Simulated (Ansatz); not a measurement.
What Te → In does to Bi2Te3

The parent structure is Bi2Te3 in the Bi2Te3 type structure (space group R-3m, No. 166; a = 4.396 Å, c = 31.389 Å (hexagonal axes)).

Modification: In takes the place of Te on all its sites, then cell and atoms are relaxed.

Computed with r2SCAN+rVV10 (Ansatz, a program for electronic structure; PAW; 500 eV plane waves; no spin-orbit coupling), earlier PAW set. k-mesh 12×12×12 (Γ-centred); smearing 0.05 eV (Fermi–Dirac), for the changed cell.

The volume per atom decreases by 5.239 Å³ (35.01 Å³ → 29.78 Å³) and the density goes up by 0.909 g/cm³, from 7.60 g/cm³ to 8.50 g/cm³. The lattice parameter a is nearly the same (439.6 pm against 439.7 pm) and the c/a ratio shrinks by 1.076 to 6.065. The space group stays R-3m (No. 166) and the shortest interatomic distance grows by 1.77 pm to 307.9 pm. The band gap goes from 0.68 eV to zero.

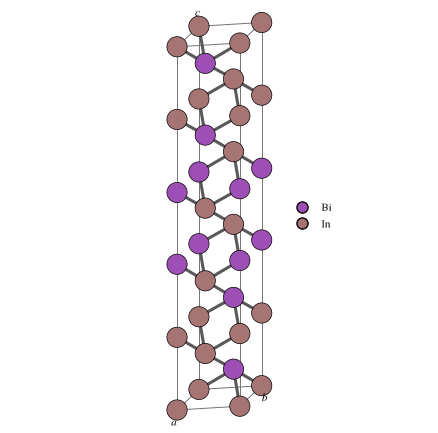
Figure: The relaxed conventional cell after the change

Spin-orbit coupling, missing from the scalar runs, can matter with Bi and Te. Whether these cells are dynamically stable was not tested. As relaxed here, In3Bi2 is a hypothetical phase, not in the database extracts checked.
